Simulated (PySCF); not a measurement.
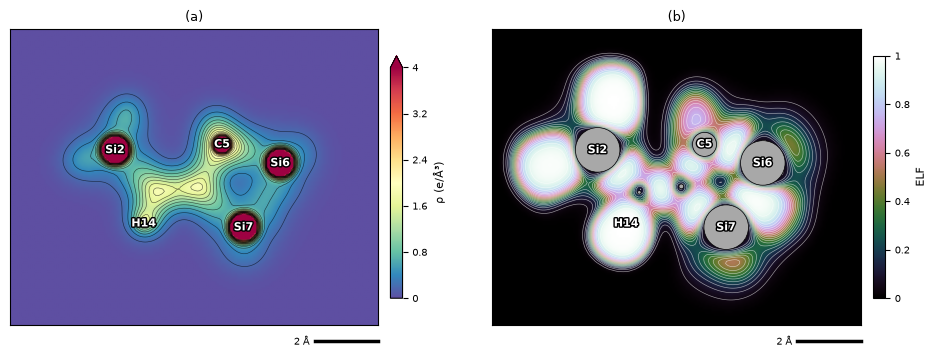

Figure 1: C$_{4}$H$_{14}$Si$_{3}$. (a) electron density; (b) electron localisation function on the plane of atoms C5, Si6 and Si7. Grey discs cover the atomic cores in the ELF map.

Geometry: GFN2-xTB.

These are results of PBE0/pcSseg-1, SCF density, gas phase, non-relativistic in PySCF 2.14.0, not measurements.

```xyz
21

C     2.7223   -0.0571   -1.3212
Si    2.0709    0.8799    0.1968
C     0.6416   -0.0996    0.9930
C    -0.4801   -0.4684    0.0287
C    -1.1935    0.7576   -0.5922
Si   -3.0136    0.1401   -0.6312
Si   -1.9998   -1.4259    0.7524
H     3.5929    0.4394   -1.7390
H     1.9741   -0.1166   -2.1067
H     3.0136   -1.0728   -1.0672
H     3.1512    1.0258    1.1841
H     1.6333    2.2225   -0.2083
H     0.2233    0.4760    1.8223
H     1.0422   -1.0171    1.4332
H    -0.0455   -1.0646   -0.7809
H    -0.7528    1.0619   -1.5412
H    -1.0981    1.6129    0.0790
H    -3.4506   -0.2582   -1.9762
H    -3.9813    1.1397   -0.1620
H    -2.1004   -1.2884    2.2117
H    -1.9585   -2.8702    0.4867
```

### Read the bonding off the picture.

- The section cuts through Si, C and H sites.
- C–Si (1.92 Å): the density is about 0.89 e/Å³ at the midpoint; the ELF peaks at about 0.95 between the atoms; a covalent bond.
- Si–Si (2.32 Å): the density is about 0.61 e/Å³ at the midpoint; the ELF peaks at about 0.95 between the atoms; a covalent bond.
